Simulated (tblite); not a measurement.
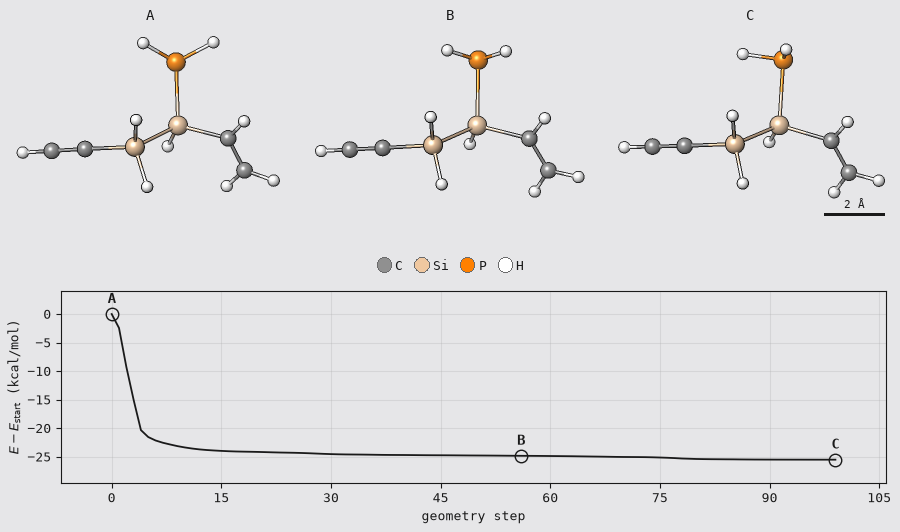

Frames of a relaxation of C$_{4}$H$_{9}$PSi$_{2}$, marked on the history of the run. Style: ball-and-stick. Shown face on.

Computed with GFN2-xTB geometry optimisation, gas phase in tblite. 

What happens along the run?

Answer. The largest move after the best rigid fit is that of an H atom, 1.38 Å. Largest moves by element: H 1.38 Å, P 0.27 Å, C 0.23 Å, Si 0.16 Å. Near-neighbour distances that change, for instance: Si–Si 2.232 → 2.343 Å, P–Si 2.170 → 2.254 Å, H–P 1.462 → 1.383 Å, H–P 1.430 → 1.382 Å. Among the angles between lasting bonds that change: H–P–H 112.7° → 92.2°, Si–P–H 113.8° → 94.4°, Si–P–H 113.4° → 95.2°. After 99 geometry steps the energy has fallen by 25.5 kcal/mol. From step 0 to 56: an H atom moves most (0.64 Å), energy −24.8 kcal/mol. From step 56 to 99: an H atom moves most (0.84 Å), energy −0.68 kcal/mol.

```tsv
step	E − E(0), kcal/mol
0	0.00
1	-2.44
2	-9.23
3	-15.04
4	-20.33
5	-21.55
6	-22.15
7	-22.55
8	-22.86
9	-23.14
10	-23.37
15	-23.98
19	-24.13
24	-24.29
29	-24.50
33	-24.61
38	-24.69
43	-24.73
47	-24.76
52	-24.80
57	-24.85
62	-24.90
66	-24.97
71	-25.05
76	-25.18
80	-25.40
85	-25.46
90	-25.50
94	-25.51
99	-25.52
```
